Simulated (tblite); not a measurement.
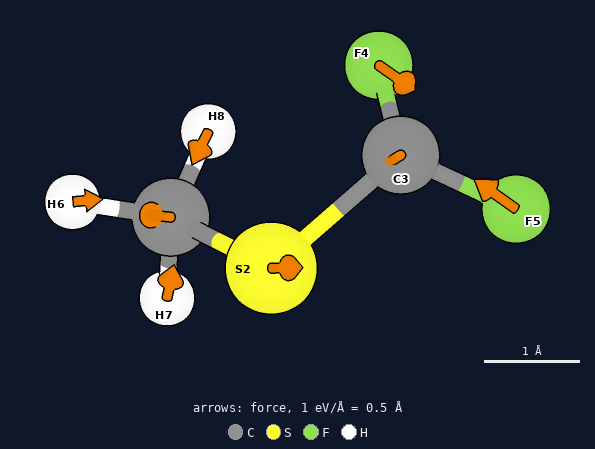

Starting geometry of C2H3F2S (multiplicity 2) with the computed forces as orange arrows. The picture is a ball-and-stick view, seen at a tilt.

These are results of GFN2-xTB geometry optimisation, gas phase in tblite, not measurements. 

Question: Is this structure relaxed? If not, where do the atoms go?

Answer: It isn't relaxed: the largest force vector, on a C atom, is 2.45 eV/Å. The final displacements have little in common with the starting forces (cosine between the two patterns 0.26). The largest move after the best rigid fit is that of the S atom, 0.90 Å. By element the largest moves are S 0.90 Å, F 0.79 Å, H 0.65 Å, C 0.28 Å. Near-neighbour distances that change, for instance: C–S 1.813 → 1.738 Å, C–F 1.403 → 1.346 Å, C–H 1.123 → 1.084 Å, C–F 1.367 → 1.336 Å. Bond angles that change, for instance: S–C–F 105.7° → 117.4°, C–S–C 107.3° → 97.4°, H–C–H 106.5° → 110.4°. Groups turn about C–S by about 55°, C–S by about 55°. Over 69 geometry steps the energy falls by 10.0 kcal/mol.
